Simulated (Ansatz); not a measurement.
Consider Ga$_{3}$SbN$_{2}$.

The calculation's input:

```
crystal:
  lattice:
    - [-1.6124205547, 5.901790578, 2.5648443262]
    - [1.6124205547, -5.901790578, 2.5648443262]
    - [1.6124205547, 5.901790578, -2.5648443262]
  atoms:
    - { symbol: "N", position: [0.2998915488, -0.0128319828, 0.3127235316] }
    - { symbol: Ga, position: [0.4939596989, 0.69935464, 0.7946050589] }
    - { symbol: "N", position: [0.6744444856, -0.0128319828, 0.6872764684] }
    - { symbol: Ga, position: [0.9047495811, 0.69935464, 0.2053949411] }
    - { symbol: Sb, position: [-0.0432253777, -0.0432253777, 0.0] }
    - { symbol: Ga, position: [0.4201800633, 0.9201800633, 0.5] }
kpoints:
  mp_grid: { grid: [8, 8, 8] }
hamiltonian:
  xc: r2scan
scf:
  occupations: { method: fermi_dirac, width: 0.02 }
relax:
  f_tol: 0.005
  cell: {}
output:
  write_density: true
  write_potential: true
  elf: true
  volumetric_format: npy
```

Launched as:

```sh
ansatz run input.yaml --threads 2 --pin off --max-ram 18432MiB --backend cpu --events-out ev --progress --plain --runs-dir out
```

Below, planes, directions and counts refer to the conventional cell (a = 3.19 Å, b = 11.63 Å, c = 5.08 Å, α = 90.00°, β = 90.00°, γ = 90.00°).

The fields are those of the run's last geometry, not of the input's.

Space group Imm2; started from the ordered alloy on zincblende lattice prototype, which need not be the ambient phase.

Theory: DFT, r2SCAN, plane waves, PAW (Ansatz).

> What will maps of the valence pseudo-density and electron localisation function show?

Ga–N (1.93 Å): the density is about 0.77 e/Å³ at the midpoint; the ELF peaks at about 0.85 in the valence shell of N, 0.7 Å from its nucleus, and is about 0.50 at the midpoint.
Ga–Sb (2.72 Å): ρ is about 0.38 e/Å³ halfway; the ELF peaks at about 0.70 between the atoms.
Ga–N (2.19 Å): ρ at the midpoint is about 0.46 e/Å³; the ELF peaks at about 0.85 in the valence shell of N, 0.7 Å from its nucleus, and is about 0.40 at the midpoint.

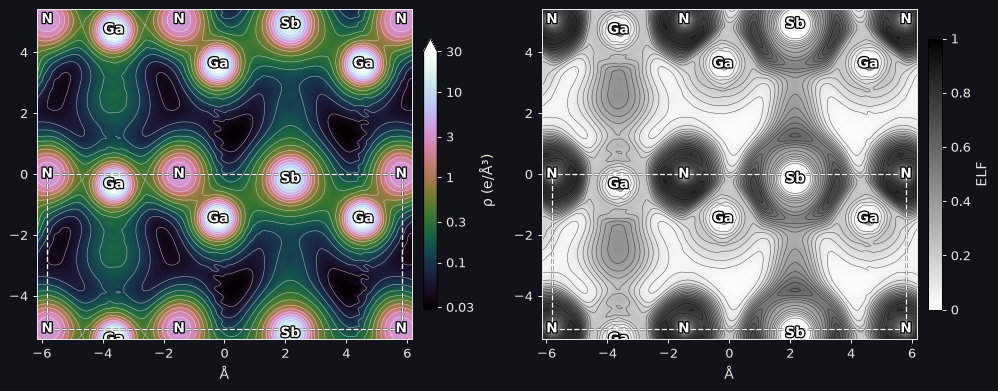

Computed valence pseudo-density and electron localisation function on the (100) plane of the conventional cell, in this order. 

Core electrons are frozen (PAW), and the valence fields are smoothed inside the atomic spheres.
